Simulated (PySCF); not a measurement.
Input

```
{"job": {"kind": "nmr", "xc": "PBE0", "basis": "pcSseg-1"}, "charge": 0, "multiplicity": 1}
B      1.748332    -1.590880     0.773225
C      0.906303    -0.658096     1.698678
B      0.065050     0.310265     0.753730
C      0.766316     1.579598     0.173079
Si     1.341750     1.248588    -1.618794
C     -1.413118    -0.048671     0.370437
C     -2.205277     0.790781    -0.299886
C     -1.967385    -1.391747     0.769614
H      1.261983    -2.539969     0.287244
H      2.874002    -1.358011     0.548833
H      0.226658    -1.241703     2.317338
H      1.546999    -0.065158     2.350712
H      1.646918     1.875076     0.744495
H      0.113584     2.451655     0.130916
H      2.036016     2.451001    -2.098693
H      0.188258     0.991488    -2.485459
H      2.259166     0.110896    -1.689799
H     -3.220483     0.535100    -0.568280
H     -1.878728     1.770023    -0.606654
H     -1.300695    -2.186077     0.441179
H     -2.953557    -1.558574     0.340718
H     -2.052505    -1.456200     1.854162
```

Launched as:

```sh
OMP_NUM_THREADS=1 python probes_run.py task.json out
```

Geometry: GFN2-xTB.

These are results of PySCF, PBE0/pcSseg-1, SCF density, gas phase, non-relativistic, not measurements.

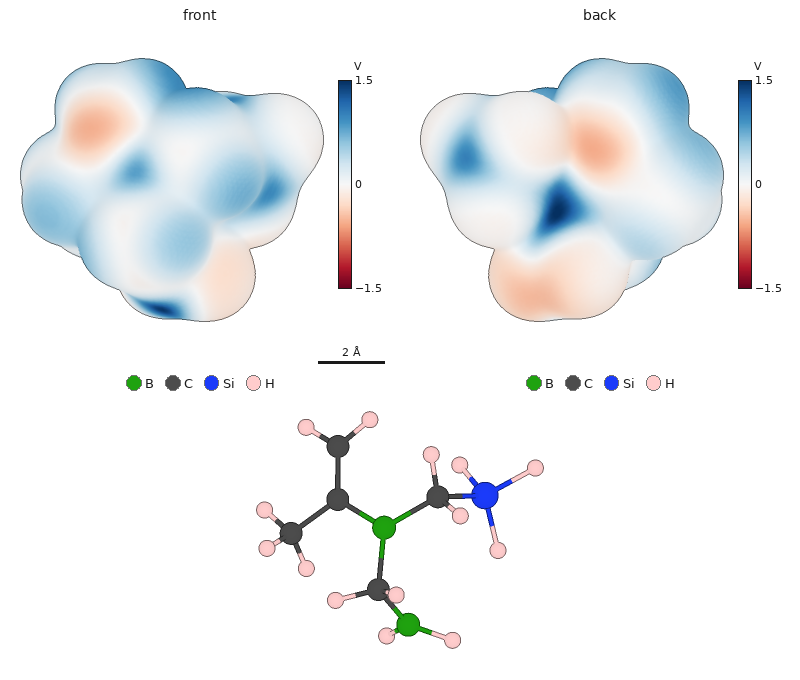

C₅H₁₄B₂Si. The electrostatic potential painted on the density surface at 0.002 e/bohr³, seen from the front and from behind; red is negative and blue positive. The bare structure is drawn below in the same view.

### Describe the electrostatic potential map.

The most negative region (about −0.5 V, or −12 kcal/mol for a unit charge) lies over the π face of C6 and C7, the most positive (about +1.4 V, or +32 kcal/mol for a unit charge) over B1, B3 and Si5.

### What dipole moment does the calculation give?

Its dipole moment is 1.16 D.
